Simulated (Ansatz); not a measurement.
One crystal and one scan (scan of one atom of the cell) at two levels, PBE (plane waves to 420 eV, PAW, scalar-relativistic; Ansatz, an electronic-structure program) and r2SCAN (plane waves to 500 eV, PAW, scalar-relativistic; Ansatz), each from its own relaxed cell and on its own mesh. The cell shown is that of PBE.

Relaxed GaP (zinc blende):

```
GaP
1.0
    0.00000     5.50603     5.50603
    2.75302     0.00000     2.75302
    2.75302     2.75302     0.00000
P Ga
2 2
Direct
  0.37500   0.75000   0.75000
  0.87500   0.75000   0.75000
  0.00000   0.00000   0.00000
  0.50000   0.00000   0.00000
```

In this cell atom 4 (Ga, nearest neighbour P at 2.384 Å; its periodic images, 3.9 Å or more away, move with it) is moved by s along Cartesian [111], unit vector (0.577, 0.577, 0.577); all other atoms and the cell stay fixed.

Energies are smeared free energies. GaP was relaxed with its symmetry unable to fall. Percentages come from the unrounded values.

```json
[
 {"quantity": "Lattice constant a (Å)", "PBE": "5.506", "r2SCAN": "5.451", "PBE − r2SCAN": "+0.055 (+1.0 %)"},
 {"quantity": "Force constant k = d²E/ds² at s = 0 (finite differences) (eV/Å²)", "PBE": "9.36", "r2SCAN": "10.24", "PBE − r2SCAN": "-0.88 (-8.6 %)"}
]
```

PBE gives the higher value for: lattice constant a. PBE gives the lower value for: force constant k = d²E/ds² at s = 0. Both give the same shape of the curve: a single well with its minimum at or next to zero displacement.

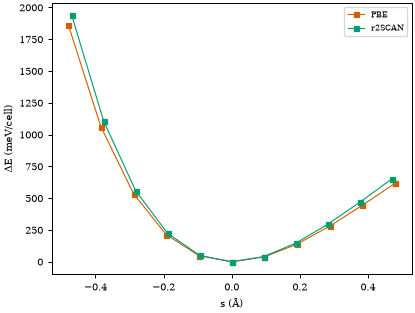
Figure: ΔE, each from the undisplaced structure of its own level.

(A displaced cell: forces are minus the slopes of the energy, force constants its curvatures, and phonons follow from these.)
